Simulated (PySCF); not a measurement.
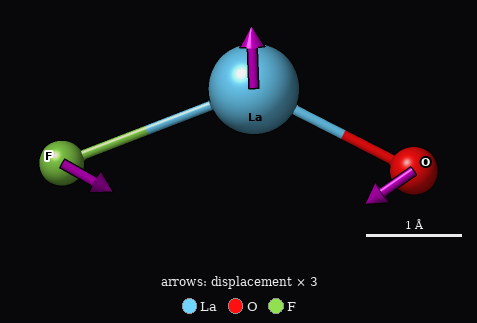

A relaxation of LaOF. The starting structure is drawn; purple arrows show the displacements, 3 times their true length. The two geometries are superimposed by the best rigid fit.

The picture is a ball-and-stick view, seen face on.

Level of theory: RKS PBE0, La def2-SVP with ECP46, O def2-SVP, F def2-SVP; non-relativistic Hamiltonian with scalar-relativistic core potentials; density fitting in PySCF.

Input file:
```
mol = gto.M(atom='''
La     0.05878     0.00000    -0.16866
O      1.78788     0.00000     0.60514
F     -1.93502     0.00000     0.72364''',
    basis={'La': 'def2-SVP', 'O': 'def2-SVP', 'F': 'def2-SVP'},
    ecp={'La': 'def2-SVP'},
    charge=0, spin=0)
mf = dft.RKS(mol, xc='PBE0')
mf.grids.atom_grid = (50, 194)  # f atoms: at least (60, 302), unpruned
mf = mf.density_fit()  # La def2-universal-JKFIT, O def2-universal-JKFIT, F def2-universal-JKFIT
mf.conv_tol = 1e-08; mf.max_cycle = 55
mf.kernel(dm0)
# quasi-Newton relaxation in Cartesian coordinates to a largest gradient under 0.00045 Eh/bohr, steps kept in the point group
```

Launched with:
```bash
OMP_NUM_THREADS=2 python run.py
```

What did the optimiser do to the structure, and how much energy did it gain?

The largest move after the best rigid fit is that of La1, 0.23 Å. Largest moves by element: La 0.23 Å, O 0.22 Å, F 0.21 Å. Some distances before and after: La1–O2 1.894 → 1.941 Å, La1–F3 2.184 → 2.158 Å. Bond angles that change, for instance: O2–La1–F3 131.8° → 110.1°. The energy falls by 6.01 kcal/mol in 6 geometry steps. Largest force component: 2 eV/Å at the start, 0.006 eV/Å at the end.
